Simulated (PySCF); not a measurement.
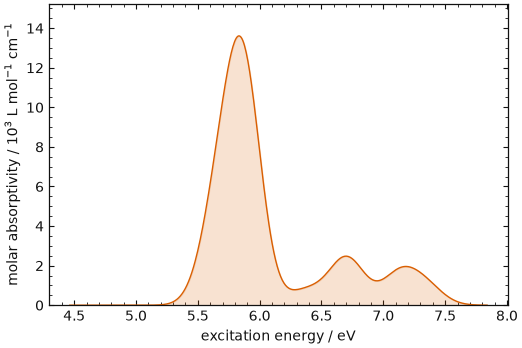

Vertical TDDFT excitations, PBE0/def2-SVPD in PySCF, at a GFN2-xTB geometry (no frequency check), gas phase. The lowest 6 singlet states are shown; each is broadened by a Gaussian of 1/e half-width 0.20 eV.

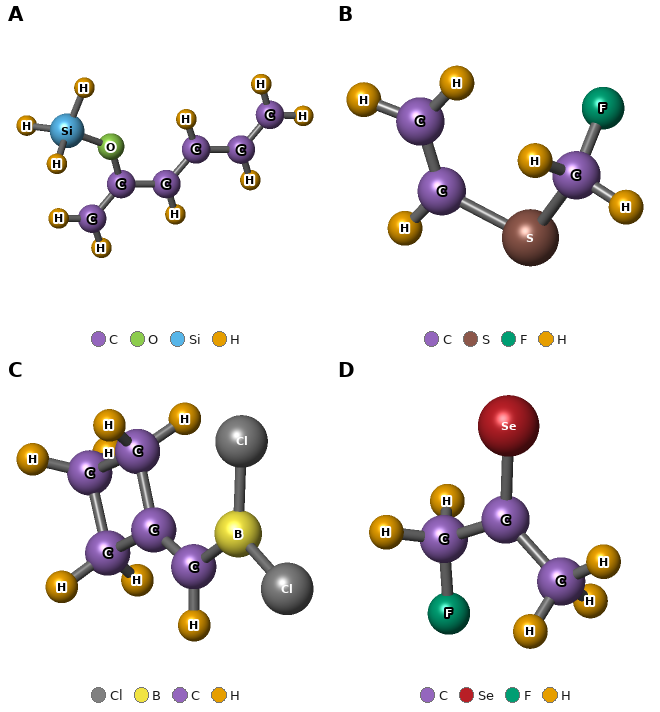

Which molecule gives this spectrum? Choose among the lettered structures.

Answer. Structure B, C₃H₅FS, SMILES C=CSCF. Its lowest singlet lies at 5.66 eV (f = 0.058) and the brightest of those computed is S2 at 5.87 eV (211 nm), f = 0.144, mainly HOMO → LUMO (51 %).

Caveats: states above the negative HOMO energy depend on the basis; the tight-binding geometry is rougher than a DFT one and adds to the error; one conformer of a flexible molecule; core orbitals are frozen in the response.
